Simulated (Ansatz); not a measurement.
**C2H11NOSi: molecular dynamics**

Aim: let a guess near a reaction's saddle point go and see which way it falls. Runs: 150 steps of 0.5 fs at constant energy, with velocities drawn for 1000 K; 150 steps of 0.5 fs at constant energy, with velocities drawn for 300 K. Reaction type: exchange4.

Method: UKS PBE0/STO-3G, in Ansatz 0.2.0.

## 1. Starting point

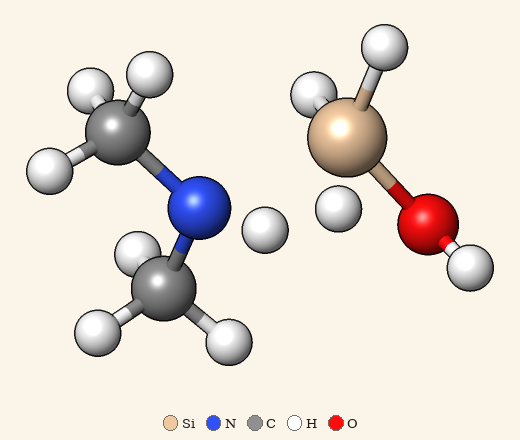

The starting structure, seen from a chosen angle (silicon light orange, nitrogen blue, carbon grey, hydrogen white, oxygen red).

As a file:

```xyz
16

Si    0.8439   -0.5559    1.2250
N    -0.4421    0.0883   -0.3353
C     0.2036    0.6009   -1.5199
C    -1.5119    0.9405    0.1171
H     0.2960   -0.9461    2.5146
H     1.4611    0.7589    1.4328
O     2.1692   -1.2645    0.6137
H    -0.6544   -1.2295   -0.1579
H    -0.2823   -1.8687    0.4916
H     0.6378    1.5916   -1.3443
H    -0.5103    0.6789   -2.3489
H     1.0020   -0.0837   -1.8021
H    -1.9571    0.4951    1.0050
H    -1.1514    1.9422    0.3763
H    -2.2834    1.0433   -0.6536
H     2.1792   -2.1913    0.3857
```

## 2. Run 1

150 steps of 0.5 fs at constant energy, with velocities drawn for 1000 K.

input.yaml

```yaml
crystal:
  periodic: [false, false, false]
  atoms:
    - { symbol: Si, position_ang: [0.8439, -0.5559, 1.225] }
    - { symbol: "N", position_ang: [-0.4421, 0.0883, -0.3353] }
    - { symbol: C, position_ang: [0.2036, 0.6009, -1.5199] }
    - { symbol: C, position_ang: [-1.5119, 0.9405, 0.1171] }
    - { symbol: H, position_ang: [0.296, -0.9461, 2.5146] }
    - { symbol: H, position_ang: [1.4611, 0.7589, 1.4328] }
    - { symbol: O, position_ang: [2.1692, -1.2645, 0.6137] }
    - { symbol: H, position_ang: [-0.6544, -1.2295, -0.1579] }
    - { symbol: H, position_ang: [-0.2823, -1.8687, 0.4916] }
    - { symbol: H, position_ang: [0.6378, 1.5916, -1.3443] }
    - { symbol: H, position_ang: [-0.5103, 0.6789, -2.3489] }
    - { symbol: H, position_ang: [1.002, -0.0837, -1.8021] }
    - { symbol: H, position_ang: [-1.9571, 0.4951, 1.005] }
    - { symbol: H, position_ang: [-1.1514, 1.9422, 0.3763] }
    - { symbol: H, position_ang: [-2.2834, 1.0433, -0.6536] }
    - { symbol: H, position_ang: [2.1792, -2.1913, 0.3857] }
magnetization:
  spin_polarized: true
basis:
  gaussian: { orbitals: STO-3G }
hamiltonian:
  xc: pbe0
md:
  timestep: 0.5
  n_steps: 150
  ensemble: nve
  temperature: 1000.0
  initial_velocities: maxwell_boltzmann
  seed: 85224
```

Command:

```sh
ansatz run input.yaml --threads 1 --pin off --max-ram 2048MiB --backend cpu --events-out ev --progress --plain --runs-dir out
```

The program printed, cut to the lines that bear on the results:

```text
Warning: RAYON_NUM_THREADS=1 ignored (pool sized by the plan → 1); use --threads N
[...]
Functional definition: PBE0
[...]
590 factors; integrals over basis functions are off by at most 1.3e-5 eV
[...]
mean field -13490.02243436 eV, -495.7491805969 hartree, gradient 8.8e-6 eV, S^2 0.000000; 0 other end points of the search recorded, 0 dependent functions left out
[...]
reference -13490.02245451 eV, -495.7491813376 hartree; 26, 26 occupied and 14, 14 virtual orbitals, 590 factors
md step     0: t =     0.00 fs  T =  1000.0 K  F+E_penalty+E_count = -13490.02243436 eV  E_kin = 1.809640 eV  conserved = -13488.21279437 eV  (25 SCF iters)
[...]
md step    17: t =     8.50 fs  T =   744.9 K  F+E_penalty+E_count = -13489.55291393 eV  E_kin = 1.348007 eV  conserved = -13488.20490643 eV  (27 SCF iters)
[...]
md step    34: t =    17.00 fs  T =   639.5 K  F+E_penalty+E_count = -13489.35661798 eV  E_kin = 1.157342 eV  conserved = -13488.19927569 eV  (29 SCF iters)
[...]
md step    51: t =    25.50 fs  T =  1404.2 K  F+E_penalty+E_count = -13490.74746818 eV  E_kin = 2.541010 eV  conserved = -13488.20645779 eV  (26 SCF iters)
[...]
md step    67: t =    33.50 fs  T =  1897.3 K  F+E_penalty+E_count = -13491.64442825 eV  E_kin = 3.433341 eV  conserved = -13488.21108746 eV  (26 SCF iters)
md step    68: t =    34.00 fs  T =  1868.0 K  F+E_penalty+E_count = -13491.59004114 eV  E_kin = 3.380368 eV  conserved = -13488.20967337 eV  (26 SCF iters)
```

## 3. More of the same log: dynamics from the start

Output, continued, cut to the lines that bear on the results:

```text
md step    69: t =    34.50 fs  T =  1809.4 K  F+E_penalty+E_count = -13491.48068442 eV  E_kin = 3.274367 eV  conserved = -13488.20631720 eV  (27 SCF iters)
[...]
md step    89: t =    44.50 fs  T =  1624.6 K  F+E_penalty+E_count = -13491.14303291 eV  E_kin = 2.939885 eV  conserved = -13488.20314764 eV  (26 SCF iters)
[...]
md step   109: t =    54.50 fs  T =  1744.2 K  F+E_penalty+E_count = -13491.36011479 eV  E_kin = 3.156429 eV  conserved = -13488.20368543 eV  (26 SCF iters)
[...]
md step   129: t =    64.50 fs  T =  1537.9 K  F+E_penalty+E_count = -13490.98538291 eV  E_kin = 2.783059 eV  conserved = -13488.20232384 eV  (28 SCF iters)
[...]
md step   149: t =    74.50 fs  T =  1631.2 K  F+E_penalty+E_count = -13491.15375570 eV  E_kin = 2.951843 eV  conserved = -13488.20191246 eV  (26 SCF iters)
[...]
Atom 6 at     2.011813    -0.982841     0.420674 Å, force     1.329741    -3.444558    -0.695387 eV/Å
Atom 7 at    -2.304906    -7.165743    -2.050241 Å, force     0.227357     0.423099     0.036768 eV/Å
Atom 8 at    -2.644395    -7.796062    -2.105608 Å, force    -0.227444    -0.423096    -0.036844 eV/Å
Atom 9 at     0.505122     1.403168    -1.837644 Å, force     0.466717    -1.410373     0.899303 eV/Å
Atom 10 at    -0.106733    -0.102096    -2.443845 Å, force    -0.213712    -0.282170     2.283660 eV/Å
Atom 11 at     1.361015    -0.174226    -1.469416 Å, force     1.300809    -0.285036     0.353295 eV/Å
Atom 12 at    -1.757614     0.515476     1.182896 Å, force    -0.570723    -0.785558     1.877853 eV/Å
Atom 13 at    -1.016888     2.066034     0.563247 Å, force    -0.877739    -1.657503     0.068969 eV/Å
Atom 14 at    -2.312813     1.175708    -0.386727 Å, force     2.787602    -1.122829     1.160810 eV/Å
Atom 15 at     1.759474    -1.934354    -0.002255 Å, force     0.002530     2.489225     1.360041 eV/Å
Dipole moment:    -0.045099    -0.211121     0.120123 e Å
```

It took 4.5 min on 1 thread of AMD EPYC 9R45 (Zen 5), shared host; peak memory 0.17 GiB.

## 4. Frames and traces

The trajectory, every 11 steps (energies from step 0):

| time (fs) | T (K) | potential energy change (meV/atom) | total energy change (meV/atom) | Si1–H9 (Å) | H8–N2 (Å) | Si1–N2 (Å) |
| --- | --- | --- | --- | --- | --- | --- |
| 0.0 | 1000 | 0.0 | 0.00 | 1.88 | 1.35 | 2.12 |
| 5.5 | 555 | 50.7 | 0.33 | 1.96 | 1.11 | 2.14 |
| 11.0 | 953 | 5.6 | 0.34 | 1.84 | 1.24 | 2.04 |
| 16.5 | 669 | 38.0 | 0.63 | 1.80 | 1.38 | 1.91 |
| 22.0 | 912 | 10.7 | 0.79 | 2.05 | 1.58 | 1.85 |
| 27.5 | 1575 | -64.6 | 0.47 | 2.67 | 2.05 | 1.87 |
| 33.0 | 1885 | -99.9 | 0.17 | 3.41 | 2.65 | 1.87 |
| 38.5 | 1876 | -99.0 | 0.13 | 4.16 | 3.31 | 1.81 |
| 44.0 | 1664 | -74.6 | 0.49 | 4.88 | 4.00 | 1.72 |
| 49.5 | 1888 | -100.0 | 0.39 | 5.60 | 4.71 | 1.67 |
| 55.0 | 1714 | -80.2 | 0.61 | 6.31 | 5.41 | 1.70 |
| 60.5 | 1788 | -88.6 | 0.59 | 7.03 | 6.10 | 1.76 |
| 66.0 | 1488 | -54.6 | 0.57 | 7.77 | 6.79 | 1.80 |
| 71.5 | 1743 | -83.8 | 0.20 | 8.52 | 7.46 | 1.81 |
| 75.0 | 1643 | -72.1 | 0.63 | 8.98 | 7.91 | 1.80 |

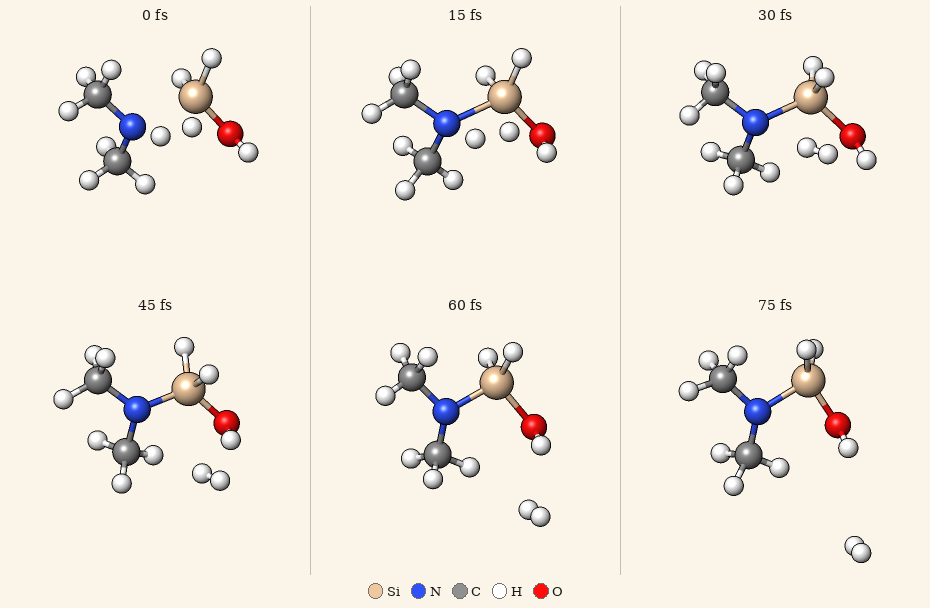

Six frames of the run, seen from a chosen angle. Sticks join atoms within a bonding distance in each frame.

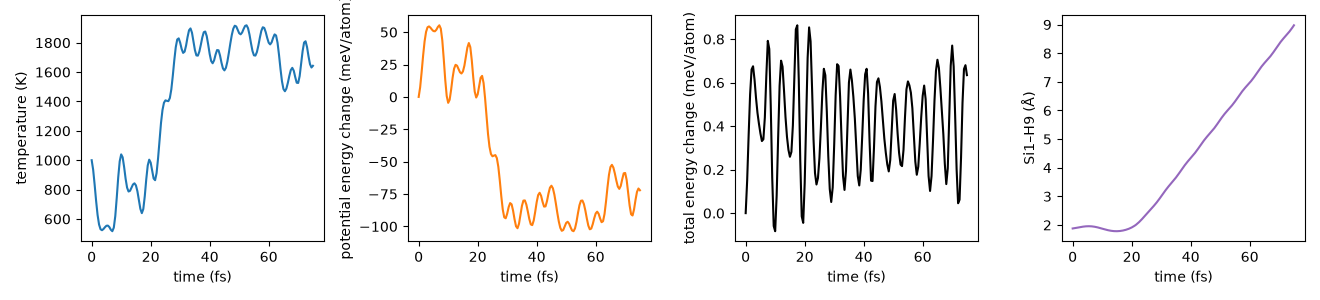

Traces against time; each panel has its own scale.

Bonds that form or break, judged by distance (formed within 1.15 times the sum of covalent radii and held on average over 12 fs, broken when stretched by half; pairs already stretched at the start don't count as bonds):

| time (fs) | bond | event |
| --- | --- | --- |
| 11.5 | Si1–N2 | forms |
| 19.0 | H8–H9 | forms |

## 5. Positions and forces

Positions (Å) and forces (eV/Å):

```xyz
16
time_fs=12.5 T=787 dE=0.3966
Si    0.819   -0.576    1.216   -0.745    2.369   -0.712
N    -0.426    0.020   -0.229   -0.913   -0.405   -1.510
C     0.173    0.595   -1.511    2.908   -3.037    0.817
C    -1.516    1.028    0.071   -1.166   -1.366    4.197
H     0.307   -0.908    2.539   -0.201   -0.338   -0.245
H     1.176    0.828    1.405    0.459   -0.272    0.336
O     2.255   -1.259    0.597   -1.605   -2.229   -0.686
H    -0.581   -1.273   -0.231    0.399    0.835    0.872
H    -0.082   -1.922    0.414   -0.352   -0.379   -0.225
H     0.274    1.631   -1.466    0.764    2.730    0.653
H    -0.376    0.456   -2.408   -1.669   -0.963   -1.124
H     1.185    0.114   -1.709   -1.109    0.717    0.463
H    -2.232    0.585    0.955    2.207    1.576   -2.519
H    -1.004    1.968    0.377   -0.481   -0.273    0.401
H    -2.135    1.287   -0.768   -0.638   -0.194   -1.111
H     1.733   -2.132    0.269    2.140    1.228    0.396
16
time_fs=25.0 T=1407 dE=-0.7333
Si    0.755   -0.493    1.173    3.237   -0.085   -0.864
N    -0.443    0.007   -0.160    0.527    1.220   -0.470
C     0.233    0.541   -1.508   -3.677    0.339    2.074
C    -1.527    1.089    0.117    0.229   -0.181   -1.051
H     0.057   -1.220    2.235    0.130    0.301   -0.383
H     1.411    0.670    1.765   -0.304   -0.111   -0.076
O     2.327   -1.305    0.560   -1.962    3.075    1.503
H    -0.430   -1.749    0.082    0.007   -2.193   -0.517
H    -0.168   -2.474    0.232   -0.840    0.895   -0.535
H     0.086    1.678   -1.452    0.269   -1.690   -0.953
H    -0.428    0.006   -2.294    1.750    1.447    0.659
H     1.292    0.359   -1.557    0.980   -0.795   -0.274
H    -2.335    0.766    0.806    0.351   -0.524   -0.185
H    -1.153    2.062    0.569   -0.031   -0.824   -0.857
H    -2.005    1.269   -0.926    0.690    0.039    2.149
H     2.230   -2.216    0.160   -1.357   -0.912   -0.222
16
time_fs=37.5 T=1836 dE=-1.5083
Si    0.827   -0.404    1.091   -2.614    0.323    1.662
N    -0.427    0.090   -0.144    1.439   -0.349    1.035
C     0.228    0.445   -1.352    2.318    0.525   -6.022
C    -1.470    1.050    0.173    1.131    2.253   -1.928
H    -0.081   -1.365    1.687    0.475   -0.100    0.811
H     1.343    0.519    2.099   -0.408    0.335   -0.469
O     2.212   -1.215    0.594   -0.568   -0.879   -1.059
H    -0.859   -3.058   -0.413    0.141   -1.427    0.188
H    -0.779   -3.808   -0.316   -0.144    1.441   -0.196
H     0.195    1.497   -1.827   -0.086   -0.972    1.826
H    -0.066   -0.149   -2.298   -0.305    0.232    1.570
H     1.301    0.177   -1.267   -0.019    0.349   -0.165
H    -2.139    0.593    0.811   -2.554   -1.192    2.254
H    -1.108    1.996    0.629   -0.042   -0.072    0.099
H    -1.985    1.357   -0.772    0.118   -0.435    0.681
H     1.709   -2.060    0.290    1.115   -0.031   -0.288
16
time_fs=50.0 T=1864 dE=-1.5561
Si    0.779   -0.322    1.094   -0.278   -1.550    3.708
N    -0.289    0.151   -0.095   -1.817    0.304   -2.038
C     0.374    0.349   -1.439    1.666    0.095    2.819
C    -1.456    1.039    0.297    1.411   -2.955    2.592
H     0.243   -1.355    1.979   -0.729    0.496    0.034
H     1.004    0.848    1.946    0.772   -0.315   -0.210
O     2.111   -1.156    0.546    2.065   -0.611   -1.522
H    -1.330   -4.413   -0.959   -0.106   -0.936    0.059
H    -1.411   -5.155   -0.913    0.105    0.938   -0.058
H     0.216    1.379   -1.657    0.354    1.642   -1.047
H    -0.070   -0.235   -2.197   -0.934   -1.311   -1.632
H     1.519    0.093   -1.397   -2.432    0.582    0.105
H    -2.185    0.511    1.036    1.745    0.831   -1.103
H    -1.142    1.986    0.712    0.406    0.831    0.843
H    -2.043    1.283   -0.508   -1.945    0.600   -3.309
H     1.831   -2.059    0.125   -0.285    1.361    0.760
16
time_fs=62.5 T=1849 dE=-1.5351
Si    0.709   -0.284    1.244    3.667    0.564   -2.447
N    -0.255    0.214   -0.170    0.971   -0.566    1.370
C     0.404    0.349   -1.511    0.465   -0.135    2.144
C    -1.363    1.003    0.342   -2.741   -0.925   -0.200
H    -0.112   -0.830    2.345    0.369   -0.073   -0.720
H     1.454    0.905    1.654   -0.480   -0.210    0.677
O     2.156   -1.085    0.424   -2.205    1.945    2.208
H    -1.813   -5.782   -1.503   -0.085   -0.269   -0.004
H    -2.032   -6.482   -1.510    0.085    0.269    0.004
H     0.588    1.352   -1.938   -0.912    0.072   -0.020
H    -0.109   -0.366   -2.136   -0.412    0.087   -1.521
H     1.418   -0.047   -1.350    0.217   -0.340    0.082
H    -1.813    0.360    1.193    0.240    1.030   -1.411
H    -1.140    1.970    0.863    0.086    0.068   -0.833
H    -2.168    1.112   -0.477    1.097    0.362    1.494
H     1.682   -1.910    0.147   -0.361   -1.879   -0.824
16
time_fs=75.0 T=1643 dE=-1.1531
Si    0.797   -0.234    1.289   -1.309    0.878   -1.203
N    -0.180    0.212   -0.152   -1.063   -0.993    1.735
C     0.401    0.303   -1.481   -1.513    3.244   -3.142
C    -1.360    0.978    0.321   -0.808    4.214   -4.009
H    -0.312   -0.599    2.178    0.668   -0.756   -0.042
H     1.554    0.734    2.098   -0.200   -0.087   -0.647
O     2.012   -0.983    0.421    1.330   -3.445   -0.695
H    -2.305   -7.166   -2.050    0.227    0.423    0.037
H    -2.644   -7.796   -2.106   -0.227   -0.423   -0.037
H     0.505    1.403   -1.838    0.467   -1.410    0.899
H    -0.107   -0.102   -2.444   -0.214   -0.282    2.284
H     1.361   -0.174   -1.469    1.301   -0.285    0.353
H    -1.758    0.515    1.183   -0.571   -0.786    1.878
H    -1.017    2.066    0.563   -0.878   -1.657    0.069
H    -2.313    1.176   -0.387    2.788   -1.123    1.161
H     1.760   -1.934   -0.002    0.003    2.489    1.360
```

On run 1: At the last frame the bonds meant to break are whole and the new ones absent: it fell back to the reactants' side (C2H9NOSi + H2). The temperature starts at 1000 K and averages 1743 K in the second half, where it ranges from 1470 to 1919 K; the start was no minimum (force components up to 3.2 eV/Å), and the potential energy that it sheds (84 meV/atom) turns into motion, which in so few atoms is no thermal temperature. The total energy strays from its start by at most 0.86 meV/atom, 0.5 % of the mean kinetic energy, which is good for a step of 0.5 fs. Bonds change: the first event comes at 11.5 fs (Si1–N2 forms). By that distance rule the pieces at the end are C2H9NOSi + H2; a long dative bond can count as broken.

## 6. Run 2

150 steps of 0.5 fs at constant energy, with velocities drawn for 300 K.

input.yaml, as its differences from that of step 2:

```diff
@@ -29,4 +29,4 @@
   ensemble: nve
-  temperature: 1000.0
+  temperature: 300.0
   initial_velocities: maxwell_boltzmann
-  seed: 85224
+  seed: 457011
```

Command:

```sh
ansatz run input.yaml --threads 1 --pin off --max-ram 2048MiB --backend cpu --events-out ev --progress --plain --runs-dir out
```

The program printed, cut to the lines that bear on the results:

```text
Warning: RAYON_NUM_THREADS=1 ignored (pool sized by the plan → 1); use --threads N
[...]
[... 1 set-up line as earlier in the session ...]
[...]
590 factors; integrals over basis functions are off by at most 1.3e-5 eV
[...]
mean field -13490.02243436 eV, -495.7491805969 hartree, gradient 8.8e-6 eV, S^2 0.000000; 0 other end points of the search recorded, 0 dependent functions left out
[...]
reference -13490.02245451 eV, -495.7491813376 hartree; 26, 26 occupied and 14, 14 virtual orbitals, 590 factors
md step     0: t =     0.00 fs  T =   300.0 K  F+E_penalty+E_count = -13490.02243436 eV  E_kin = 0.542892 eV  conserved = -13489.47954236 eV  (25 SCF iters)
[...]
md step    18: t =     9.00 fs  T =   892.6 K  F+E_penalty+E_count = -13491.09457898 eV  E_kin = 1.615286 eV  conserved = -13489.47929299 eV  (24 SCF iters)
[...]
md step    36: t =    18.00 fs  T =  1524.7 K  F+E_penalty+E_count = -13492.24340626 eV  E_kin = 2.759146 eV  conserved = -13489.48425988 eV  (26 SCF iters)
[...]
md step    54: t =    27.00 fs  T =  1359.5 K  F+E_penalty+E_count = -13491.94392866 eV  E_kin = 2.460201 eV  conserved = -13489.48372727 eV  (26 SCF iters)
[...]
md step    72: t =    36.00 fs  T =  1237.3 K  F+E_penalty+E_count = -13491.71748292 eV  E_kin = 2.239018 eV  conserved = -13489.47846483 eV  (26 SCF iters)
md step    73: t =    36.50 fs  T =  1288.1 K  F+E_penalty+E_count = -13491.81166405 eV  E_kin = 2.330930 eV  conserved = -13489.48073399 eV  (26 SCF iters)
md step    74: t =    37.00 fs  T =  1342.3 K  F+E_penalty+E_count = -13491.91243588 eV  E_kin = 2.429168 eV  conserved = -13489.48326768 eV  (26 SCF iters)
```

## 7. More of the same log: dynamics from the start

The log, continued, cut to the lines that bear on the results:

```text
md step    75: t =    37.50 fs  T =  1379.6 K  F+E_penalty+E_count = -13491.98122280 eV  E_kin = 2.496662 eV  conserved = -13489.48456092 eV  (24 SCF iters)
[...]
md step    94: t =    47.00 fs  T =  1439.6 K  F+E_penalty+E_count = -13492.08833301 eV  E_kin = 2.605242 eV  conserved = -13489.48309058 eV  (25 SCF iters)
[...]
md step   113: t =    56.50 fs  T =  1276.7 K  F+E_penalty+E_count = -13491.79249395 eV  E_kin = 2.310337 eV  conserved = -13489.48215679 eV  (26 SCF iters)
[...]
md step   132: t =    66.00 fs  T =  1447.2 K  F+E_penalty+E_count = -13492.10208659 eV  E_kin = 2.618997 eV  conserved = -13489.48308970 eV  (27 SCF iters)
[...]
md step   149: t =    74.50 fs  T =  1332.1 K  F+E_penalty+E_count = -13491.88841620 eV  E_kin = 2.410536 eV  conserved = -13489.47788024 eV  (26 SCF iters)
[...]
Atom 6 at     1.907454    -1.257462     0.522259 Å, force     2.977482    -2.428356    -1.762096 eV/Å
Atom 7 at    -2.837398    -9.311319    -1.598010 Å, force     0.728270     2.558042    -0.095290 eV/Å
Atom 8 at    -2.620187    -8.548293    -1.626420 Å, force    -0.728306    -2.558036     0.095294 eV/Å
Atom 9 at     0.529774     1.742183    -1.423243 Å, force     0.214609    -0.772847    -0.126600 eV/Å
Atom 10 at    -0.410606     0.379548    -2.115948 Å, force     0.398111     0.291931    -0.230472 eV/Å
Atom 11 at     1.271695     0.074815    -1.632534 Å, force     0.012447     0.171808     0.357825 eV/Å
Atom 12 at    -1.927616     0.615160     1.125994 Å, force     0.366867    -0.267350     0.122268 eV/Å
Atom 13 at    -1.205079     2.041031     0.314032 Å, force    -0.269891     0.038367     0.090072 eV/Å
Atom 14 at    -2.140134     0.846487    -0.629317 Å, force     0.342056     0.051010     0.395300 eV/Å
Atom 15 at     1.399010    -2.002536    -0.005129 Å, force     0.182175     1.947331     1.280249 eV/Å
Dipole moment:    -0.053482     0.178607     0.025804 e Å
```

Run time: 4.4 min. Hardware: 1 thread of AMD EPYC 9R45 (Zen 5), shared host; peak memory 0.17 GiB.

(Part 1 of 2 ends here.)
